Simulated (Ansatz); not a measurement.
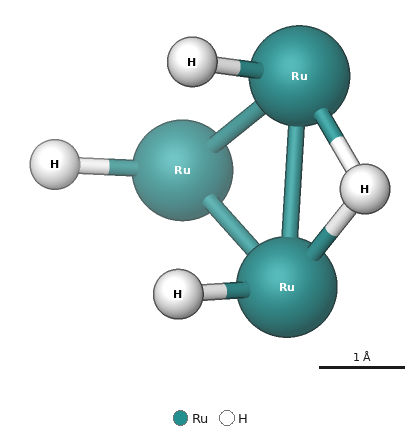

Fig. 1: The input geometry (ball-and-stick view, seen at a tilt). Sticks mark near contacts. Bond lengths as drawn: H–Ru 1.56 to 1.79 Å and Ru–Ru 2.27 to 2.49 Å.

## Ru3H4: geometry relaxation

- system: Ru3H4, multiplicity 3
- method: UKS PBE-D4/def2-TZVP (Ansatz 0.2.0)

The geometry: PBE-D4/def2-TZVP start.

## The program's output
```
Functional definition: PBE
  name "PBE"
  cite "Perdew, Burke & Ernzerhof, Phys. Rev. Lett. 77, 3865 (1996) doi:10.1103/PhysRevLett.77.3865"
  parent pbe
  parameter kappa = 0.804
  parameter beta = 0.06672455060314922
  exchange = pbe_x(kappa = kappa, mu = beta*pi^2/3)
  correlation = pbe_c(beta = beta)
these checks for a lower state are left out or cut short: stability, starts, cluster_reference, orbital_swaps, neighbouring_geometries, increment
1238 factors; their error is unknown
mean field evaluation 1: about -7799.8002 eV, gradient 5.7e1 eV
mean field evaluation 2: about -7448.3938 eV, gradient 2.5e2 eV
mean field evaluation 4: about -7788.8515 eV, gradient 7.9e1 eV
mean field evaluation 8: about -7813.3093 eV, gradient 7.3e-2 eV
mean field -7813.29803167 eV, -287.1334066203 hartree, gradient 1.8e-6 eV, S^2 2.026233; 0 other end points of the search recorded, 0 dependent functions left out
the calculation of the forces begins
reference -7813.29808830 eV, -287.1334087014 hartree; 27, 25 occupied and 117, 119 virtual orbitals, 1238 factors
relax step   1: F+E_penalty+E_count = -7813.62627949 eV  Δ(F+E_penalty+E_count) = +0.000e0 eV  max|allowed force component| = 8.595e-1 eV/Å  Δτ_max = 0.0000 Å  (63 SCF iters, accepted)
these checks for a lower state are left out or cut short: stability, starts, cluster_reference, orbital_swaps, neighbouring_geometries, increment
1238 factors; their error is unknown
mean field evaluation 16: about -7813.0538 eV, gradient 1.1e1 eV
mean field -7813.38351642 eV, -287.1365481268 hartree, gradient 6.6e-6 eV, S^2 2.031918; 0 other end points of the search recorded, 0 dependent functions left out
the calculation of the forces begins
reference -7813.38357284 eV, -287.1365502004 hartree; 27, 25 occupied and 117, 119 virtual orbitals, 1238 factors
relax step   2: F+E_penalty+E_count = -7813.71191899 eV  Δ(F+E_penalty+E_count) = -8.564e-2 eV  max|allowed force component| = 6.362e-1 eV/Å  Δτ_max = 0.1910 Å  (39 SCF iters, accepted)
these checks for a lower state are left out or cut short: stability, starts, cluster_reference, orbital_swaps, neighbouring_geometries, increment
1238 factors; their error is unknown
mean field -7813.39940093 eV, -287.1371318719 hartree, gradient 4.9e-6 eV, S^2 2.029720; 0 other end points of the search recorded, 0 dependent functions left out
the calculation of the forces begins
reference -7813.39945681 eV, -287.1371339253 hartree; 27, 25 occupied and 117, 119 virtual orbitals, 1238 factors
relax step   3: F+E_penalty+E_count = -7813.72921259 eV  Δ(F+E_penalty+E_count) = -1.729e-2 eV  max|allowed force component| = 2.649e-1 eV/Å  Δτ_max = 0.0463 Å  (36 SCF iters, accepted)
these checks for a lower state are left out or cut short: stability, starts, cluster_reference, orbital_swaps, neighbouring_geometries, increment
1238 factors; their error is unknown
mean field evaluation 32: about -7813.4145 eV, gradient 1.2e-2 eV
mean field -7813.40187540 eV, -287.1372228071 hartree, gradient 1.8e-6 eV, S^2 2.029815; 0 other end points of the search recorded, 0 dependent functions left out
the calculation of the forces begins
reference -7813.40193108 eV, -287.1372248531 hartree; 27, 25 occupied and 117, 119 virtual orbitals, 1238 factors
relax step   4: F+E_penalty+E_count = -7813.73233590 eV  Δ(F+E_penalty+E_count) = -3.123e-3 eV  max|allowed force component| = 5.657e-2 eV/Å  Δτ_max = 0.0300 Å  (36 SCF iters, accepted)
these checks for a lower state are left out or cut short: stability, starts, cluster_reference, orbital_swaps, neighbouring_geometries, increment
1238 factors; their error is unknown
mean field -7813.40208866 eV, -287.1372306441 hartree, gradient 2.7e-6 eV, S^2 2.029934; 0 other end points of the search recorded, 0 dependent functions left out
the calculation of the forces begins
reference -7813.40214434 eV, -287.1372326905 hartree; 27, 25 occupied and 117, 119 virtual orbitals, 1238 factors
relax step   5: F+E_penalty+E_count = -7813.73248650 eV  Δ(F+E_penalty+E_count) = -1.506e-4 eV  max|allowed force component| = 6.630e-3 eV/Å  Δτ_max = 0.0046 Å  (35 SCF iters, accepted)
these checks for a lower state are left out or cut short: stability, starts, cluster_reference, orbital_swaps, neighbouring_geometries, increment
1238 factors; their error is unknown
mean field -7813.40250109 eV, -287.1372458005 hartree, gradient 7.0e-6 eV, S^2 2.035724; 0 other end points of the search recorded, 0 dependent functions left out
the calculation of the forces begins
reference -7813.40255681 eV, -287.1372478485 hartree; 27, 25 occupied and 117, 119 virtual orbitals, 1238 factors
relax step   6: F+E_penalty+E_count = -7813.73288351 eV  Δ(F+E_penalty+E_count) = -3.970e-4 eV  max|allowed force component| = 2.738e-2 eV/Å  Δτ_max = 0.0205 Å  (43 SCF iters, accepted)
these checks for a lower state are left out or cut short: stability, starts, cluster_reference, orbital_swaps, neighbouring_geometries, increment
1238 factors; their error is unknown
mean field -7813.40270919 eV, -287.1372534482 hartree, gradient 1.6e-6 eV, S^2 2.037087; 0 other end points of the search recorded, 0 dependent functions left out
the calculation of the forces begins
reference -7813.40276495 eV, -287.1372554975 hartree; 27, 25 occupied and 117, 119 virtual orbitals, 1238 factors
relax step   7: F+E_penalty+E_count = -7813.73302234 eV  Δ(F+E_penalty+E_count) = -1.388e-4 eV  max|allowed force component| = 2.122e-2 eV/Å  Δτ_max = 0.0053 Å  (36 SCF iters, accepted)
these checks for a lower state are left out or cut short: stability, starts, cluster_reference, orbital_swaps, neighbouring_geometries, increment
1238 factors; their error is unknown
mean field evaluation 64: about -7813.4038 eV, gradient 1.2e-1 eV
mean field -7813.40390702 eV, -287.1372974674 hartree, gradient 4.7e-6 eV, S^2 2.050028; 0 other end points of the search recorded, 0 dependent functions left out
the calculation of the forces begins
reference -7813.40396305 eV, -287.1372995266 hartree; 27, 25 occupied and 117, 119 virtual orbitals, 1238 factors
relax step   8: F+E_penalty+E_count = -7813.73374820 eV  Δ(F+E_penalty+E_count) = -7.259e-4 eV  max|allowed force component| = 5.679e-2 eV/Å  Δτ_max = 0.0498 Å  (44 SCF iters, accepted)
these checks for a lower state are left out or cut short: stability, starts, cluster_reference, orbital_swaps, neighbouring_geometries, increment
1238 factors; their error is unknown
mean field -7813.40416711 eV, -287.1373070257 hartree, gradient 1.6e-6 eV, S^2 2.049453; 0 other end points of the search recorded, 0 dependent functions left out
the calculation of the forces begins
reference -7813.40422313 eV, -287.1373090844 hartree; 27, 25 occupied and 117, 119 virtual orbitals, 1238 factors
relax step   9: F+E_penalty+E_count = -7813.73408730 eV  Δ(F+E_penalty+E_count) = -3.391e-4 eV  max|allowed force component| = 4.140e-2 eV/Å  Δτ_max = 0.0095 Å  (36 SCF iters, accepted)
these checks for a lower state are left out or cut short: stability, starts, cluster_reference, orbital_swaps, neighbouring_geometries, increment
1238 factors; their error is unknown
mean field -7813.40433072 eV, -287.1373130383 hartree, gradient 2.5e-6 eV, S^2 2.048848; 0 other end points of the search recorded, 0 dependent functions left out
the calculation of the forces begins
reference -7813.40438672 eV, -287.1373150961 hartree; 27, 25 occupied and 117, 119 virtual orbitals, 1238 factors
relax step  10: F+E_penalty+E_count = -7813.73436763 eV  Δ(F+E_penalty+E_count) = -2.803e-4 eV  max|allowed force component| = 1.405e-2 eV/Å  Δτ_max = 0.0231 Å  (36 SCF iters, accepted)
```

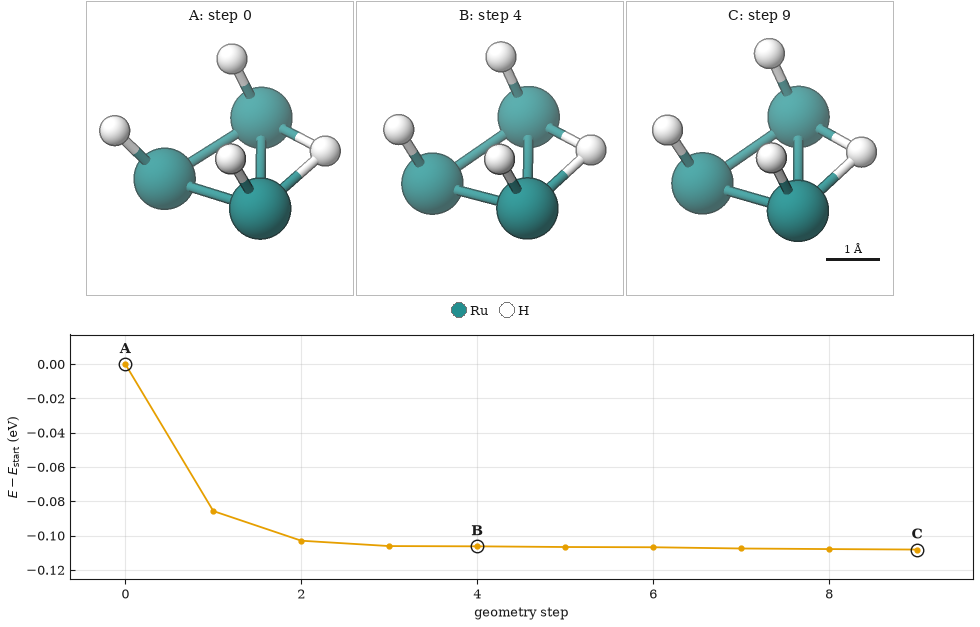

Fig. 2: Frames of the relaxation (ball-and-stick view, seen at a tilt) above the curves, on which the letters mark them (the first geometry is step 0 here and step 1 in the log).

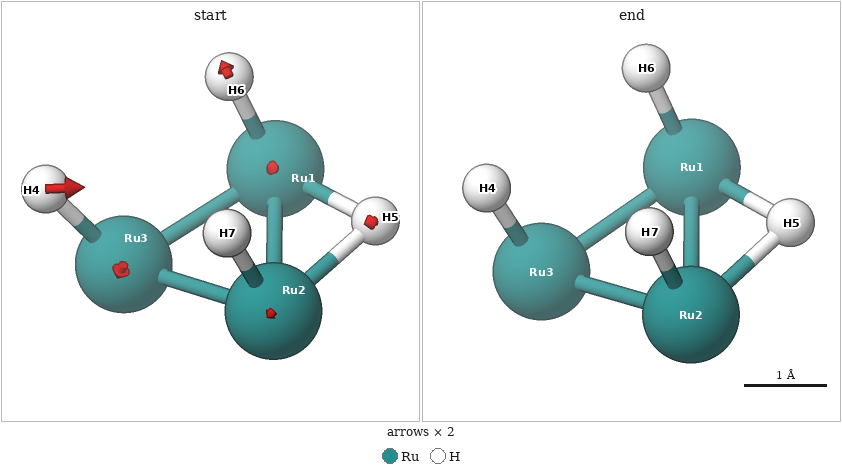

Fig. 3: Before (left) and after (right) the relaxation, at one scale (ball-and-stick view, seen at a tilt). The red arrows give the displacements, magnified 2 times. The energy falls by 0.108 eV in 9 geometry steps. The largest force component goes from 0.86 to 0.014 eV/Å. The largest move after the best rigid fit is that of H4, 0.25 Å. By element the largest moves are H 0.25 Å, Ru 0.13 Å. Distances before and after: Ru2–Ru3 2.269 → 2.310 Å, Ru2–H5 1.787 → 1.767 Å, Ru3–H4 1.600 → 1.583 Å, Ru1–Ru3 2.269 → 2.282 Å. Among the angles that change: Ru1–Ru3–H4 109.5° → 95.8°, Ru2–Ru3–H4 109.5° → 97.1°, Ru3–Ru1–H6 85.8° → 92.7°. (Atoms are counted from 1 in the order of the input.)

```
Total energy: -7813.73442363 eV, -287.1494437288 hartree
Atom 0 at     1.384274    -0.035953    -0.361736 Å, force     0.011768    -0.002799     0.010915 eV/Å
Atom 1 at    -0.959115    -0.625431    -1.001213 Å, force    -0.005482    -0.002512     0.014055 eV/Å
Atom 2 at    -0.266134     1.529512    -0.538899 Å, force     0.000493     0.006123     0.000380 eV/Å
Atom 3 at    -0.646903     1.533384     0.997822 Å, force    -0.004222    -0.000268    -0.000612 eV/Å
Atom 4 at     0.537184    -1.544224    -0.805366 Å, force    -0.003479    -0.000351    -0.000830 eV/Å
Atom 5 at     1.288539    -0.066392     1.206228 Å, force     0.001765     0.002308    -0.012262 eV/Å
Atom 6 at    -1.337844    -0.790886     0.503165 Å, force    -0.000844    -0.002500    -0.011647 eV/Å
Dipole moment:     0.017624     0.135567    -0.529600 e Å
Checks for a lower state left out: stability, starts, cluster_reference, orbital_swaps, neighbouring_geometries, increment
```

## Trajectory as extended XYZ (Å, eV, eV/Å), 10 frames, from step=1 to step=10
```
7
Properties=species:S:1:pos:R:3:forces:R:3 step=1 energy=-7813.62628
Ru    1.4357   -0.0562   -0.4230    0.3241  -0.1502   0.2390
Ru   -0.9115   -0.6629   -0.9865   -0.2864  -0.3089   0.0912
Ru   -0.2671    1.4433   -0.4413   -0.1014   0.8595  -0.5012
H    -0.7110    1.7641    1.0624    0.0505  -0.3150   0.1297
H     0.6113   -1.5860   -0.8391   -0.0345   0.1167   0.0186
H     1.2140   -0.1170    1.1241    0.0752  -0.0878   0.0238
H    -1.3714   -0.7853    0.5033   -0.0275  -0.1143  -0.0012
7
Properties=species:S:1:pos:R:3:forces:R:3 step=2 energy=-7813.71192
Ru    1.4337   -0.0116   -0.3867   -0.1673  -0.0944  -0.0484
Ru   -0.9461   -0.6268   -0.9584    0.1939  -0.0017   0.0384
Ru   -0.2599    1.5278   -0.5627   -0.1689   0.0647   0.6362
H    -0.6539    1.5883    1.0142    0.1553  -0.0630  -0.5796
H     0.5830   -1.5187   -0.7939   -0.0017  -0.0094   0.0168
H     1.2642   -0.1324    1.1663   -0.0392   0.0432  -0.0396
H    -1.4210   -0.8266    0.5213    0.0278   0.0606  -0.0238
7
Properties=species:S:1:pos:R:3:forces:R:3 step=3 energy=-7813.72921
Ru    1.4243   -0.0145   -0.3922    0.0599  -0.0023   0.0332
Ru   -0.9352   -0.6244   -0.9591   -0.0604  -0.0346   0.0040
Ru   -0.2642    1.5319   -0.5496   -0.0644   0.0059   0.2649
H    -0.6407    1.5447    1.0062    0.0669  -0.0191  -0.2580
H     0.5847   -1.5294   -0.7898   -0.0083   0.0237   0.0086
H     1.2319   -0.1138    1.1585    0.0029   0.0131  -0.0262
H    -1.4010   -0.7945    0.5260    0.0034   0.0132  -0.0265
7
Properties=species:S:1:pos:R:3:forces:R:3 step=4 energy=-7813.73234
Ru    1.4266   -0.0128   -0.3908    0.0018  -0.0139   0.0025
Ru   -0.9384   -0.6242   -0.9592    0.0034  -0.0142   0.0025
Ru   -0.2652    1.5302   -0.5434   -0.0094   0.0566  -0.0195
H    -0.6312    1.5186    0.9949   -0.0024  -0.0067   0.0173
H     0.5815   -1.5227   -0.7842    0.0053  -0.0205  -0.0004
H     1.2348   -0.1029    1.1589    0.0054   0.0006   0.0000
H    -1.4081   -0.7862    0.5238   -0.0040  -0.0019  -0.0025
7
Properties=species:S:1:pos:R:3:forces:R:3 step=5 energy=-7813.73249
Ru    1.4257   -0.0120   -0.3906    0.0035  -0.0040  -0.0025
Ru   -0.9383   -0.6231   -0.9588   -0.0004  -0.0061  -0.0040
Ru   -0.2657    1.5333   -0.5447   -0.0004   0.0066  -0.0026
H    -0.6299    1.5142    0.9945   -0.0007  -0.0014   0.0043
H     0.5817   -1.5247   -0.7829   -0.0010   0.0026   0.0008
H     1.2379   -0.1013    1.1596    0.0018   0.0018   0.0027
H    -1.4114   -0.7863    0.5229   -0.0029   0.0004   0.0013
7
Properties=species:S:1:pos:R:3:forces:R:3 step=6 energy=-7813.73288
Ru    1.4123   -0.0143   -0.3810   -0.0274  -0.0031  -0.0047
Ru   -0.9456   -0.6262   -0.9734    0.0098  -0.0173  -0.0047
Ru   -0.2714    1.5318   -0.5460    0.0134   0.0137   0.0042
H    -0.6240    1.5157    0.9959   -0.0027   0.0025   0.0044
H     0.5709   -1.5275   -0.7855   -0.0041  -0.0010  -0.0013
H     1.2501   -0.0941    1.1744    0.0066   0.0053   0.0053
H    -1.3923   -0.7855    0.5156    0.0044  -0.0001  -0.0031
7
Properties=species:S:1:pos:R:3:forces:R:3 step=7 energy=-7813.73302
Ru    1.4103   -0.0158   -0.3802   -0.0212   0.0069  -0.0010
Ru   -0.9458   -0.6267   -0.9754   -0.0039  -0.0165  -0.0092
Ru   -0.2718    1.5317   -0.5451    0.0190   0.0043   0.0035
H    -0.6252    1.5176    0.9969   -0.0015   0.0003   0.0026
H     0.5692   -1.5291   -0.7862   -0.0042  -0.0001  -0.0016
H     1.2545   -0.0918    1.1764    0.0052   0.0050   0.0064
H    -1.3912   -0.7858    0.5136    0.0067   0.0000  -0.0007
7
Properties=species:S:1:pos:R:3:forces:R:3 step=8 energy=-7813.73375
Ru    1.3889   -0.0302   -0.3684    0.0084   0.0557   0.0366
Ru   -0.9521   -0.6312   -0.9986   -0.0546   0.0127  -0.0049
Ru   -0.2750    1.5291   -0.5389    0.0371  -0.0568   0.0146
H    -0.6337    1.5282    1.0045    0.0017  -0.0026  -0.0250
H     0.5487   -1.5427   -0.7952   -0.0025  -0.0037  -0.0062
H     1.2919   -0.0682    1.1993   -0.0041  -0.0004  -0.0179
H    -1.3688   -0.7849    0.4973    0.0141  -0.0049   0.0027
7
Properties=species:S:1:pos:R:3:forces:R:3 step=9 energy=-7813.73409
Ru    1.3884   -0.0308   -0.3664    0.0113   0.0353   0.0252
Ru   -0.9539   -0.6293   -0.9971   -0.0414   0.0004  -0.0074
Ru   -0.2725    1.5294   -0.5398    0.0270  -0.0276   0.0045
H    -0.6368    1.5319    1.0012   -0.0017  -0.0042  -0.0067
H     0.5472   -1.5416   -0.7994   -0.0034  -0.0051  -0.0018
H     1.2882   -0.0711    1.2007   -0.0023   0.0028  -0.0140
H    -1.3607   -0.7884    0.5009    0.0105  -0.0015   0.0001
7
Properties=species:S:1:pos:R:3:forces:R:3 step=10 energy=-7813.73437
Ru    1.3843   -0.0360   -0.3617    0.0118  -0.0028   0.0109
Ru   -0.9591   -0.6254   -1.0012   -0.0055  -0.0025   0.0141
Ru   -0.2661    1.5295   -0.5389    0.0005   0.0061   0.0004
H    -0.6469    1.5334    0.9978   -0.0042  -0.0003  -0.0006
H     0.5372   -1.5442   -0.8054   -0.0035  -0.0004  -0.0008
H     1.2885   -0.0664    1.2062    0.0018   0.0023  -0.0123
H    -1.3378   -0.7909    0.5032   -0.0008  -0.0025  -0.0116
```

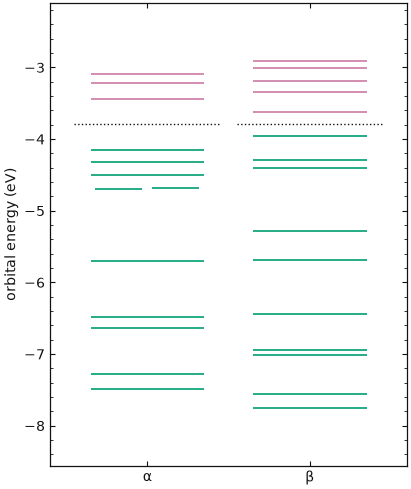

Fig. 4: Orbital energies near the frontier for α and β spins; the dotted line parts filled from empty levels, and levels within 0.02 eV of each other stand side by side. α: highest filled −4.15 eV, lowest empty −3.44 eV, 0.71 eV apart; β: highest filled −3.96 eV, lowest empty −3.62 eV, 0.34 eV apart.

This output came from the following input.

## Input file
```yaml
crystal:
  periodic: [false, false, false]
  atoms:
    - {symbol: Ru, position_ang: [1.435673, -0.056183, -0.422967]}
    - {symbol: Ru, position_ang: [-0.911484, -0.662891, -0.986515]}
    - {symbol: Ru, position_ang: [-0.267133, 1.443293, -0.441256]}
    - {symbol: H, position_ang: [-0.710958, 1.764074, 1.062432]}
    - {symbol: H, position_ang: [0.611327, -1.586010, -0.839068]}
    - {symbol: H, position_ang: [1.213994, -0.116978, 1.124058]}
    - {symbol: H, position_ang: [-1.371419, -0.785295, 0.503317]}
basis:
  gaussian: {orbitals: def2-TZVP}
magnetization: {spin_polarized: true, initial_magnetization: 2}
hamiltonian: {xc: pbe, dispersion: d4}
scf: {lower_state_search: "off"}
output: {orbitals: {seedname: orbitals}}
relax: {f_tol: 0.02, max_steps: 100}
```

Launched with:
```bash
ansatz run in.yaml --threads 4 --pin off --events-out ev --progress --plain --max-ram 3916MiB
```

## Summary

```tsv
quantity	value
outcome	converged
total energy	−7813.7344 eV
mean-field energy	−7813.4044 eV
dispersion energy	−0.3300 eV
⟨S²⟩	2.049
HOMO (either spin)	−3.96 eV
LUMO (either spin)	−3.62 eV
largest force (length of the vector) at the end	0.016 eV/Å
dipole moment	2.63 D
hardware	4 threads of Arm Neoverse V1, 23 GiB of memory available, shared host
wall time	28 s (CPU time 1.7 min)
peak memory	0.33 GiB
```
